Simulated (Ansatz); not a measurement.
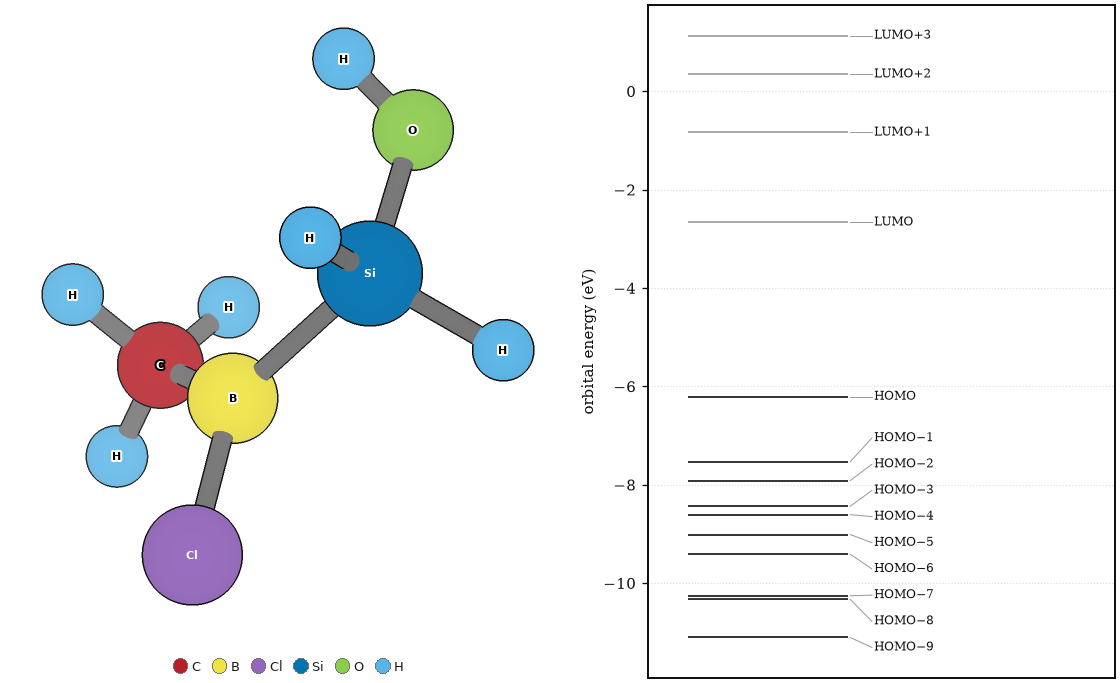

CH₆BClOSi, SMILES CB(Cl)[SiH2]O. Kohn-Sham orbital energies near the frontier, PBE/def2-TZVPP, the Ansatz code, at a PBE0-D4/def2-TZVP geometry (no frequency check), isolated molecule; empty levels in grey, levels within 0.03 eV side by side.

### Where do the frontier orbitals lie?

HOMO at −6.21 eV, LUMO at −2.66 eV, 3.54 eV apart.

### How far below the HOMO does the next level lie?

1.32 eV.

Known limits of this run: one conformer of a flexible molecule; empty levels above zero depend strongly on the basis.
